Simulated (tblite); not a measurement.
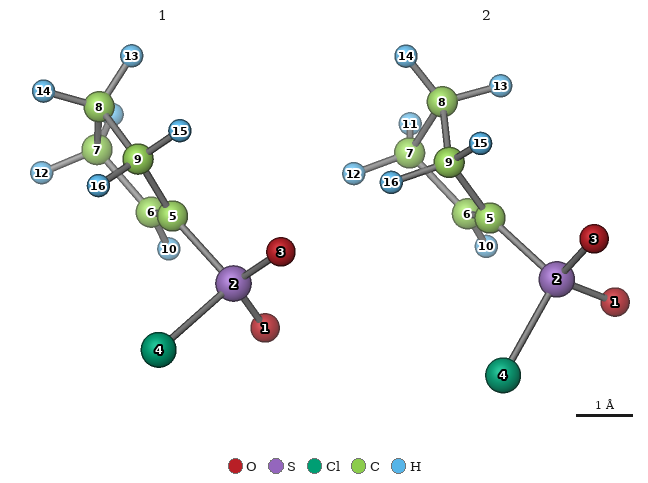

Two geometries of C$_{5}$H$_{7}$ClO$_{2}$S, drawn at one scale. One is the start of a relaxation, the other its converged end. The picture is a ball-and-stick view, seen from a free direction.

Level of theory: tblite 0.8.0, GFN2-xTB geometry optimisation, gas phase. 

### Which one is relaxed?

Structure 1 is the relaxed one. Over 100 geometry steps the energy falls by 1.065 eV. The largest move after the best rigid fit is that of H13, 1.00 Å. By element the largest moves are H 1.00 Å, Cl 0.68 Å, O 0.67 Å, C 0.37 Å, S 0.09 Å. Some distances before and after: S2–O3 1.539 → 1.427 Å, O1–S2 1.484 → 1.426 Å, C8–H13 1.117 → 1.089 Å, C5–C6 1.343 → 1.320 Å. Among the angles between lasting bonds that change: O1–S2–O3 109.0° → 119.6°, C7–C8–C9 96.3° → 106.0°, Cl4–S2–C5 108.5° → 99.9°. Groups turn about C8–C9 by about 40°, C7–C8 by about 40°, C5–C9 by about 25°.
